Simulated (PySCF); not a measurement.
## Electronic structure of C$_{4}$H$_{17}$NSi$_{3}$ (SMILES CC(C)([SiH3])CN[SiH2][SiH3]) in real space

```yaml
atoms:
  - { symbol: C, position_ang: [-0.9375, -1.4267, 0.8890] }
  - { symbol: C, position_ang: [-1.4402, -0.2716, 0.0241] }
  - { symbol: C, position_ang: [-2.6870, -0.7251, -0.7375] }
  - { symbol: Si, position_ang: [-1.8698, 1.2342, 1.1284] }
  - { symbol: C, position_ang: [-0.3572, 0.0887, -1.0062] }
  - { symbol: N, position_ang: [0.8689, 0.5348, -0.4005] }
  - { symbol: Si, position_ang: [2.4165, -0.1423, -0.6871] }
  - { symbol: Si, position_ang: [3.8210, 0.7385, 0.9012] }
  - { symbol: H, position_ang: [-0.7455, -2.3080, 0.2764] }
  - { symbol: H, position_ang: [-1.6736, -1.6917, 1.6456] }
  - { symbol: H, position_ang: [-0.0106, -1.1525, 1.3874] }
  - { symbol: H, position_ang: [-3.0789, 0.0773, -1.3601] }
  - { symbol: H, position_ang: [-3.4690, -1.0344, -0.0471] }
  - { symbol: H, position_ang: [-2.4510, -1.5703, -1.3846] }
  - { symbol: H, position_ang: [-2.1449, 2.3929, 0.2724] }
  - { symbol: H, position_ang: [-3.0668, 0.9086, 1.9066] }
  - { symbol: H, position_ang: [-0.7771, 1.5519, 2.0507] }
  - { symbol: H, position_ang: [-0.7508, 0.8542, -1.6909] }
  - { symbol: H, position_ang: [-0.1205, -0.7947, -1.6060] }
  - { symbol: H, position_ang: [0.7758, 1.4377, 0.0353] }
  - { symbol: H, position_ang: [2.2417, -1.6013, -0.5919] }
  - { symbol: H, position_ang: [2.8783, 0.0816, -2.0764] }
  - { symbol: H, position_ang: [3.6528, 0.1574, 2.2370] }
  - { symbol: H, position_ang: [5.2173, 0.4954, 0.5316] }
  - { symbol: H, position_ang: [3.6972, 2.1894, 1.0902] }
```

Geometry: GFN2-xTB.

These are results of PBE0/pcSseg-1, SCF density, gas phase, non-relativistic in PySCF, not measurements.

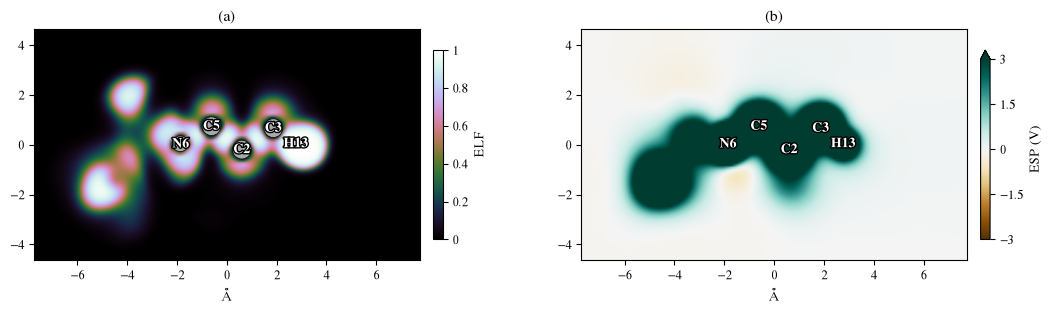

Figure 1. (a) electron localisation function; (b) molecular electrostatic potential on the plane of atoms C3, C2 and C5. Grey discs cover the atomic cores in the ELF map.

**Interpret the plot.**

- Atoms in the plane: C, N and H.
- C–N (1.44 Å): the ELF peaks at about 0.90 between the atoms: a shared electron pair.
- C–C (1.53 Å): the ELF peaks at about 0.95 between the atoms (a covalent bond).
- C–H (1.09 Å): the ELF climbs to about 1 towards the hydrogen, as it does in any bond to H; an ordinary covalent bond to hydrogen.
- Outside the dense part of the molecule the potential is most negative (−0.6 V) near N6.

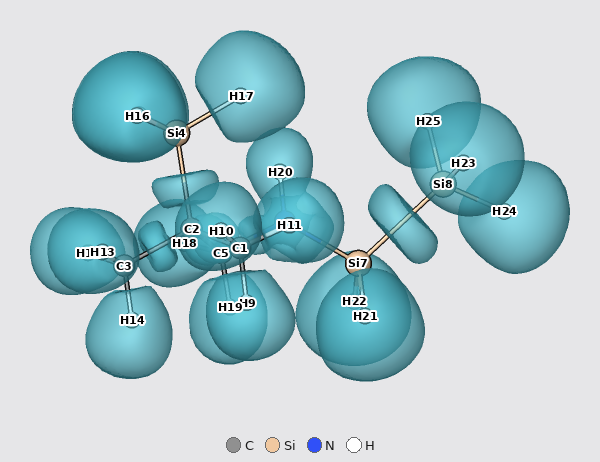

Figure 2. Isosurface of the electron localisation function at 0.75 (cyan), seen at a tilt. Core shells and regions of very low density are left out.

**What do the ELF domains correspond to?**

The surface consists of three regions between bonded C–C atoms (shared pairs), one region between bonded C–Si atoms (shared pairs), one region between bonded Si–Si atoms (shared pairs), 16 regions around hydrogen nuclei and one joined region spread over several atoms (H, N), in which their bonds and any lone pairs are merged.

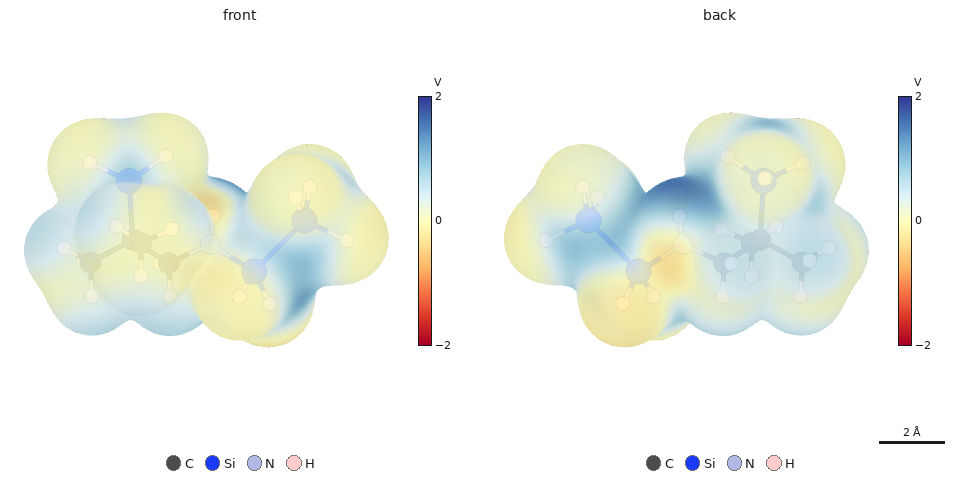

Figure 3. The molecular electrostatic potential painted on the density surface at 0.002 e/bohr³, seen from the front and from behind; the colour scale runs from red (negative) to blue (positive).

**Where is the surface potential most negative and most positive?**

The most negative region (about −0.3 V) lies over N6 and H11, the most positive (about +1.6 V) over H20.

**How polar is the molecule by this calculation?**

Its dipole moment is 0.91 D.
